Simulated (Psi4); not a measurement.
# SiH3F (SMILES F[SiH3]) at MP2/def2-TZVPP

What is the vertical singlet–triplet gap of SiH3F at MP2/def2-TZVPP? 

The results are computed with Psi4 1.11.

1 further run of the same task is left out (set aside as unsound or not needed).

## Step 1: The system as given

The species is SiH3F (5 atoms), meant as a singlet with charge 0. As SMILES, `F[SiH3]`. Geometry: relaxed at PBE0-D4/def2-TZVP.

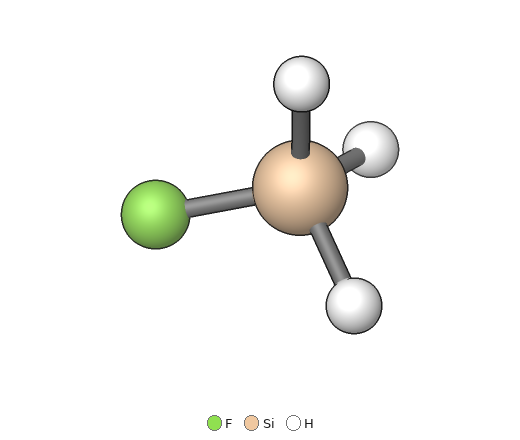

Viewed from a chosen angle; fluorine green, silicon light orange, hydrogen white.

## Step 2: A single-point energy at MP2/def2-TZVPP

fh3si_ase.py

```python
import numpy as np
from ase.calculators.psi4 import Psi4
from ase import Atoms

atoms = Atoms(['F', 'Si', 'H', 'H', 'H'], positions=[
    [-1.274600, 0.162800, 0.858000],
    [0.043300, -0.019300, -0.030700],
    [-0.367800, -0.192600, -1.443700],
    [0.768600, -1.217900, 0.451600],
    [0.880500, 1.193400, 0.123400],
])
calc = Psi4(atoms=atoms, method='mp2', basis='def2-TZVPP', memory='1600MB', num_threads=1, charge=0, multiplicity=1, label='psi4-calc')
calc.psi4.set_options({'puream': True, 'e_convergence': 1e-09, 'd_convergence': 1e-08, 'scf_type': 'pk', 'num_frozen_docc': 6, 'mp2_type': 'conv'})
atoms.calc = calc

print(f'energy: {atoms.get_potential_energy():.6f} eV')
```

Run with:

```
python fh3si_ase.py
```

psi4-calc.dat, cut to the lines that bear on the results:

```text
[...]
  Running in c1 symmetry.
[...]
  Nuclear repulsion =   63.042807224251995
[...]
  Multiplicity = 1
[...]
  Nalpha       = 13
  Nbeta        = 13
[...]
    Number of basis functions: 115
[...]
   @RHF iter   1:  -390.18594424270867   -6.44543e-01   2.88189e-03 DIIS/ADIIS
[...]
   @RHF iter  10:  -390.23211231805641   -2.78533e-12   2.58893e-09 DIIS
[...]
    Orbital Energies [Eh]
    ---------------------
    Doubly Occupied:
       1A    -68.815755     2A    -26.284853     3A     -6.160902
       4A     -4.268273     5A     -4.267272     6A     -4.267271
       7A     -1.585561     8A     -0.774966     9A     -0.668323
      10A     -0.668322    11A     -0.640023    12A     -0.491160
      13A     -0.491140
[...]
  @RHF Final Energy:  -390.23211231805641
   => Energetics <=
    Nuclear Repulsion Energy =             63.0428072242519946
    One-Electron Energy =                -667.7821951045741571
    Two-Electron Energy =                 214.5072755622657894
    Total Energy =                       -390.2321123180563518
[...]
 Multipole Moments:
 ------------------------------------------------------------------------------------
     Multipole            Electronic (a.u.)      Nuclear  (a.u.)        Total (a.u.)
 ------------------------------------------------------------------------------------
 L = 1.  Multiply by 2.5417464519 to convert [e a0] to [Debye]
 Dipole X            :         -2.7605108            3.2256518            0.4651410
 Dipole Y            :          0.3815890           -0.4457978           -0.0642088
 Dipole Z            :          1.8617657           -2.1753133           -0.3135476
 Magnitude           :                                                    0.5646158
[...]
	SCS-MP2 Total Energy (a.u.)        :  -390.61923888175374
	SOS-MP2 Total Energy (a.u.)        :  -390.59156585447033
	SCSN-MP2 Total Energy (a.u.)       :  -390.37822590211289
[...]
	SOS-PI-MP2 Total Energy (a.u.)     :  -390.65147477720598
[...]
	MP2 Total Energy (a.u.)            :  -390.61467601358493
[...]
```

On the terminal:

```text
energy: -10629.166736 eV
```

Run time: 14 s. Hardware: 1 thread of Intel Xeon Platinum 8259CL at 2.50GHz (Skylake/Cascade Lake), shared host; peak memory 0.92 GiB.

## Step 3: The triplet

input.dat

```
memory 1600 MB

molecule m {
  0 3
  F     -1.274600     0.162800     0.858000
  Si     0.043300    -0.019300    -0.030700
  H     -0.367800    -0.192600    -1.443700
  H      0.768600    -1.217900     0.451600
  H      0.880500     1.193400     0.123400
  symmetry c1
}

set {
  reference uhf
  puream true
  e_convergence 1e-09
  d_convergence 1e-08
  scf_type pk
  num_frozen_docc 6
  mp2_type conv
  maxiter 100
}

energy('mp2/def2-TZVPP')
```

Run with:

```
psi4 -i input.dat -o output.dat -n 1
```

output.dat, cut to the lines that bear on the results:

```text
[...]
  Running in c1 symmetry.
[...]
  Nuclear repulsion =   63.042807224251995
[...]
  Multiplicity = 3
[...]
  Nalpha       = 14
  Nbeta        = 12
[...]
    Number of basis functions: 115
[...]
   @UHF iter   1:  -389.85409199797886   -3.12691e-01   3.15196e-03 ADIIS/DIIS
[...]
   @UHF iter  24:  -389.93392781609430   -1.43814e-11   6.34497e-09 DIIS
[...]
   @S^2 Observed:                2.008851713E+00
[...]
  @UHF Final Energy:  -389.93392781609430
   => Energetics <=
    Nuclear Repulsion Energy =             63.0428072242519946
    One-Electron Energy =                -666.9566851273154953
    Two-Electron Energy =                 213.9799500869692395
    Total Energy =                       -389.9339278160942968
  UHF NO Occupations:
  HONO-2 :   12  A 1.9967905
  HONO-1 :   13  A 1.0000000
[...]
 Multipole Moments:
 ------------------------------------------------------------------------------------
     Multipole            Electronic (a.u.)      Nuclear  (a.u.)        Total (a.u.)
 ------------------------------------------------------------------------------------
 L = 1.  Multiply by 2.5417464519 to convert [e a0] to [Debye]
 Dipole X            :         -3.2940923            3.2256518           -0.0684405
 Dipole Y            :          0.3341840           -0.4457978           -0.1116138
 Dipole Z            :          1.3323942           -2.1753133           -0.8429191
 Magnitude           :                                                    0.8530266
[...]
	SCS-MP2 Total Energy (a.u.)        :  -390.31097346094515
	SOS-MP2 Total Energy (a.u.)        :  -390.28023888576189
	SCSN-MP2 Total Energy (a.u.)       :  -390.09620637306193
[...]
	SOS-PI-MP2 Total Energy (a.u.)     :  -390.33795739737315
[...]
	MP2 Total Energy (a.u.)            :  -390.31472409970041
[...]
```

Run time: 21 s. Hardware: 1 thread of Intel Xeon Platinum 8259CL at 2.50GHz (Skylake/Cascade Lake), shared host; peak memory 0.9 GiB.

## Step 4: Results

At MP2/def2-TZVPP, 6 core orbitals frozen:

| quantity | value |
| --- | --- |
| singlet: total energy | -390.61468 Eh |
| singlet: HOMO energy (Hartree–Fock orbitals) | -13.36 eV |
| singlet: LUMO energy (Hartree–Fock orbitals) | 2.91 eV |
| singlet: HOMO–LUMO gap (Hartree–Fock orbitals) | 16.27 eV |
| singlet: correlation energy (6 core orbitals frozen) | -382.6 mEh |
| triplet: total energy | -390.31472 Eh |
| triplet: HOMO energy (Hartree–Fock orbitals) (highest over α and β) | -4.71 eV |
| triplet: LUMO energy (Hartree–Fock orbitals) (lowest over α and β) | -3.94 eV |
| triplet: correlation energy (6 core orbitals frozen) | -380.8 mEh |
| triplet: ⟨S²⟩ of the reference determinant | 2.009 |
| vertical energy of the triplet above the singlet | 8.162 eV |

In words: At this shape the triplet lies 8.16 eV (188 kcal/mol) above the singlet.
